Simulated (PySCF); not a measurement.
**NO2: structure of the doublet**

Aim: relax NO2 as a doublet from a bent start, check by its vibrations whether the end is a minimum, and collect its spectrum and constants.

The runs use PySCF 2.14.0; PBE0, basis N def2-TZVP, O def2-TZVP, no relativity, density fitting.

### 1 Where the work starts

3 atoms, charge 0, spin multiplicity 2.

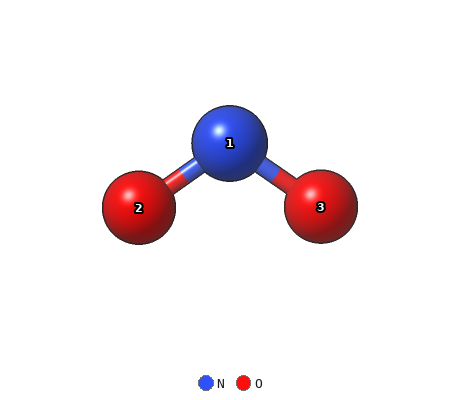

The starting geometry (nitrogen blue, oxygen red); atoms are numbered from 1 in the order of the file.

Coordinates in bohr (charge 0 multiplicity 2):
```
N     0.0000    0.0000    0.0000
O     1.8111    0.0000    1.2682
O    -1.8111    0.0000    1.2682
```

### 2 Finding the electronic state

One driver script runs all steps and calls PySCF; scf.py shows how it sets up the SCF of each step. The optimiser is the driver's own. After this first run the driver tries any further starts and a stability analysis.

scf.py reads:

```python
from pyscf import gto, scf, dft
mol = gto.M(atom='''
N      0.000000     0.000000     0.000000
O      0.958400     0.000000     0.671100
O     -0.958400     0.000000     0.671100''',
    basis={'N': 'def2-TZVP', 'O': 'def2-TZVP'},
    charge=0, spin=1)
mf = dft.UKS(mol, xc='PBE0')
mf.grids.atom_grid = (50, 194)
aux = {'N': 'def2-universal-JKFIT', 'O': 'def2-universal-JKFIT'}
mf = mf.density_fit(auxbasis=aux)
mf.conv_tol = 1e-08
mf.diis_space = 10
mf.max_cycle = 60
mf.init_guess = 'minao'
mf.verbose = 4
mf.kernel()
```

On the command line:

```console
$ OMP_NUM_THREADS=4 python axn.py task.json out
```

The program printed:

```text
init E= -205.668094496075
[... the frontier-level lines of each cycle are left out ...]
cycle= 1 E= -204.718128782649  delta_E= 0.95  |g|= 0.721  |ddm|=  1.3
cycle= 2 E= -204.249951076245  delta_E= 0.468  |g|= 1.41  |ddm|= 0.935
cycle= 3 E= -204.902464230627  delta_E= -0.653  |g|= 0.0483  |ddm|= 0.606
cycle= 4 E= -204.90323252507  delta_E= -0.000768  |g|= 0.014  |ddm|= 0.0331
cycle= 5 E= -204.903308263093  delta_E= -7.57e-05  |g|= 0.0024  |ddm|= 0.0102
cycle= 6 E= -204.903314080347  delta_E= -5.82e-06  |g|= 0.000987  |ddm|= 0.00417
cycle= 7 E= -204.90331468291  delta_E= -6.03e-07  |g|= 0.000304  |ddm|= 0.00104
cycle= 8 E= -204.903314770606  delta_E= -8.77e-08  |g|= 0.000108  |ddm|= 0.000471
cycle= 9 E= -204.903314783825  delta_E= -1.32e-08  |g|= 2.67e-05  |ddm|= 0.000166
cycle= 10 E= -204.903314785042  delta_E= -1.22e-09  |g|= 6.27e-06  |ddm|= 4.72e-05
Extra cycle  E= -204.903314785098  delta_E= -5.6e-11  |g|= 4.73e-06  |ddm|= 8.2e-06
converged SCF energy = -204.903314785098  <S^2> = 0.75527  2S+1 = 2.0052631
```

This step, with its further starts and checks, ran for 2.1 s (4 threads of Arm Neoverse V2, shared host).

The test of internal stability found no lower solution of this spin.

### 3 Relaxing the doublet from the bent start

The program finds C2v symmetry in the start, which this walk keeps. The walk stops when the largest gradient is under 0.0003 Eh/bohr and the energy has settled too.

scf.py: that of step 2 with these lines changed.

```diff
@@ -3,3 +3,3 @@
-N      0.000000     0.000000     0.000000
-O      0.958400     0.000000     0.671100
-O     -0.958400     0.000000     0.671100''',
+N      0.000000     0.000000    -0.466776
+O      0.958400     0.000000     0.204324
+O     -0.958400     0.000000     0.204324''',
@@ -15 +14,0 @@
-mf.init_guess = 'minao'
```

Energy and gradient, step by step:

```csv
step,energy (Eh),change (kJ/mol),largest symmetric gradient (Eh/bohr)
0,-204.903315,0.00,0.14422
1,-204.946505,-113.39,0.06866
2,-204.953510,-131.79,0.01022
3,-204.953640,-132.13,0.00199
4,-204.953645,-132.14,0.00013
5,-204.953645,-132.14,0.00002
```

The walk took 3.6 s.

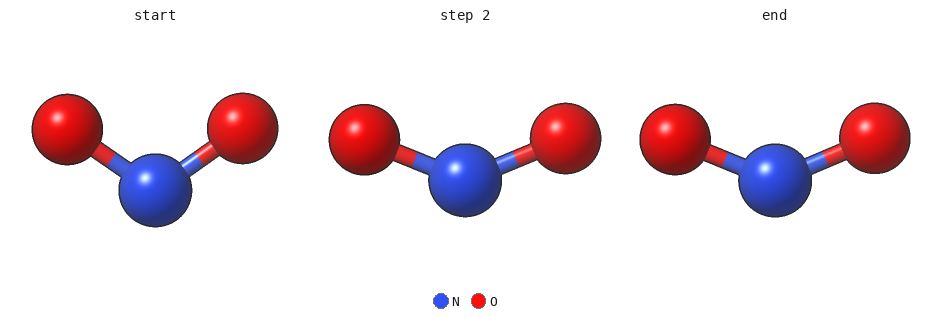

The geometry along the walk, at one scale.

It settles in C2v symmetry, 132.1 kJ/mol below the start, after 5 steps: N–O 1.183 Å (×2); O–N–O 134.8°.

### 4 Hessian and properties

The point is checked on the finer grid, and tightened if its gradient asks for it. The Hessian and the dipole derivatives come from central differences of analytic gradients, with steps of 0.02 bohr.

scf.py: that of step 3 with these lines changed.

```diff
@@ -3,3 +3,3 @@
-N      0.000000     0.000000    -0.466776
-O      0.958400     0.000000     0.204324
-O     -0.958400     0.000000     0.204324''',
+N      0.000000     0.000000    -0.316129
+O      1.091930     0.000000     0.138381
+O     -1.091930     0.000000     0.138381''',
@@ -9 +9 @@
-mf.grids.atom_grid = (50, 194)
+mf.grids.atom_grid = (75, 302)
@@ -12 +12 @@
-mf.conv_tol = 1e-08
+mf.conv_tol = 1e-10
```

This SCF starts from the last density.

SCF at the final geometry:

```text
init E= -204.953635035833
[... the frontier-level lines of each cycle are left out ...]
cycle= 1 E= -204.953635035833  delta_E= 4.55e-13  |g|= 1.8e-06  |ddm|= 1.22e-06
Extra cycle  E= -204.953635035828  delta_E= 4.21e-12  |g|= 3.89e-06  |ddm|= 2.5e-06
converged SCF energy = -204.953635035828  <S^2> = 0.75411295  2S+1 = 2.0041087
```

The whole step took 11 s.

Geometry: C2v; N–O 1.183 Å (×2); O–N–O 134.8°.

Modes, for the most abundant isotopes:

| symmetry | ω (cm⁻¹) | IR (km/mol) |
| --- | --- | --- |
| a1 | 782 | 7.1 |
| a1 | 1443 | 0.4 |
| b2 | 1784 | 456 |

Every mode is real; the point is a minimum.

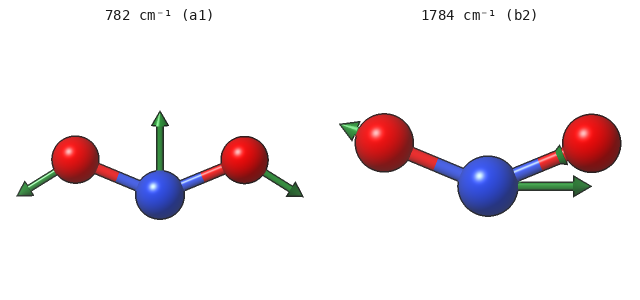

Displacements of 2 of the modes, as arrows (one member where a mode is degenerate).

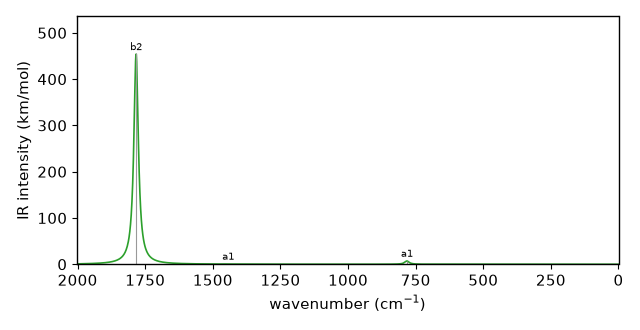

The harmonic infrared spectrum (widths in cm⁻¹). Lines are broadened to a width of 20 cm⁻¹ (Lorentzian).

Properties at this point:

| Item | Value |
| --- | --- |
| Dipole moment | 0.34 D |
| Highest occupied level | -8.22 eV |
| Lowest empty level | -3.63 eV |
| Rotational constants | 8.378, 0.442, 0.4198 cm⁻¹ |
| Zero-point energy | 24.0 kJ/mol |
| Principal polarisabilities | 9.3, 11.3, 26.4 bohr³ |
| Atomisation energy without zero-point energy | 978 kJ/mol |
| Principal traceless quadrupole moments about the centre of mass | -2.74, 0.80, 1.94 D Å |
| Entropy at 298.15 K and 1 bar (electronic part: spin only) | 239.5 J/(mol K) |
| Heat capacity Cp at 298.15 K | 36.6 J/(mol K) |
| Enthalpy at 298.15 K above 0 K | 10.16 kJ/mol |
| Rotational symmetry number | 2 |
| Spin squared ⟨S²⟩ | 0.754 |

Populations by atom (charges in e):

```
atom  Mulliken  Löwdin  polar tensor  spin (Mulliken)  Mayer order to N1
  N1      0.37   -0.11          0.83             0.48                  –
O2,3     -0.19    0.05         -0.41             0.26               1.79
```

Outer orbital energies (eV). α occupied: -32.13, -19.15, -16.59, -16.31, -16.27, -11.04, -10.85, -8.22; empty: -2.17, 4.35, 6.71, 7.21. β occupied: -35.72, -31.54, -18.18, -15.97, -15.67, -15.22, -10.67, -9.86; empty: -3.63, -1.68, 4.66, 6.97.

Mulliken populations on N1: s 3.43, p 3.00, d 0.18, f 0.02.

### 5 What came out

```
                                          quantity                           value
                                           minimum                    doublet, C2v
                                          geometry  N–O 1.183 Å (×2); O–N–O 134.8°
                                wavenumbers (cm⁻¹)  782 (a1), 1443 (a1), 1784 (b2)
                                     dipole moment                          0.34 D
highest occupied, lowest empty level (either spin)                 -8.22, -3.63 eV
                         polar-tensor charge of N1                         +0.83 e
                                 zero-point energy                     24.0 kJ/mol
                               entropy at 298.15 K                 239.5 J/(mol K)
         atomisation energy (no zero-point energy)                      978 kJ/mol
                                              ⟨S²⟩                           0.754
```

What this shows: The bent start keeps its C2v symmetry and ends in a minimum. The strongest infrared band lies at 1784 cm⁻¹ (b2). Other starts or spin states, not run here, may lie lower.

The search up to here took 17 s.
